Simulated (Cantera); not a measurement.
Input: 1 mol Si, 0.67 mol Cl2, 5.8 mol H2, held at 0.290 bar.

Equilibrium computed with Cantera from the NASA thermochemical tables; the gas is ideal and each condensed phase is pure. Candidate condensed phases: Si; 19 gas species. The tables' values for SiCl3 are old estimates; treat these amounts as uncertain. Rates play no part.

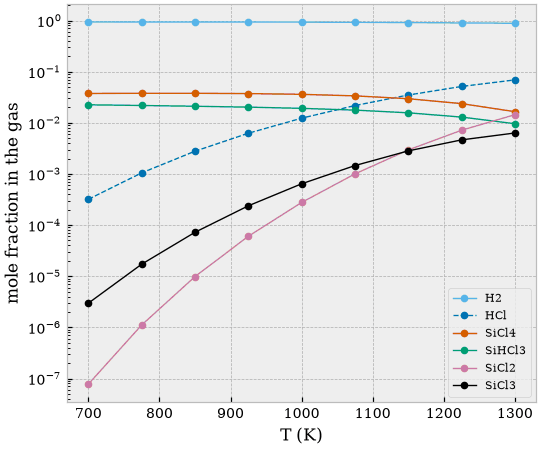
Fig. 1. Equilibrium gas composition (values under 1e-9 drawn at 1e-9)

Q: Read off the mole fractions at 850 K.

A: H2 about 0.94, SiCl4 about 0.038, SiHCl3 about 0.021, HCl about 0.0028, SiCl3 about 7.2e-5, SiCl2 about 9.9e-6.
